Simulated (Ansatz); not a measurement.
## Ti: pressure series

Base system: Ti in the hcp (Mg type) structure (space group P6_3/mmc, No. 194; a = 2.939 Å, c = 4.650 Å).

Cell and atoms are relaxed at each pressure.

All numbers come from Kohn–Sham DFT with the PBE functional, run in Ansatz (a first-principles code) with PAW and 420 eV plane waves, no spin-orbit coupling.

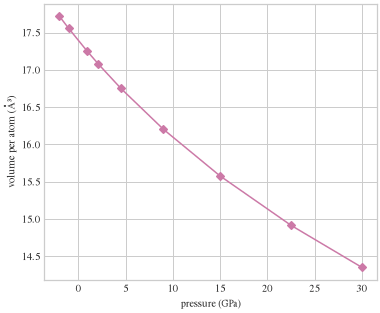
Volume against pressure

Question: Estimate the zero-pressure bulk modulus from the plot.

Answer: About 110 GPa; a third-order Birch–Murnaghan fit to the points gives V₀ = 17.39 Å³/atom, B₀ = 112 GPa and B₀′ = 3.5.

Load acts through the strain it causes; cell and atoms are relaxed under it. Stability against distortions was not tested. No other phases were tried under pressure. The final runs are not spin-polarised.
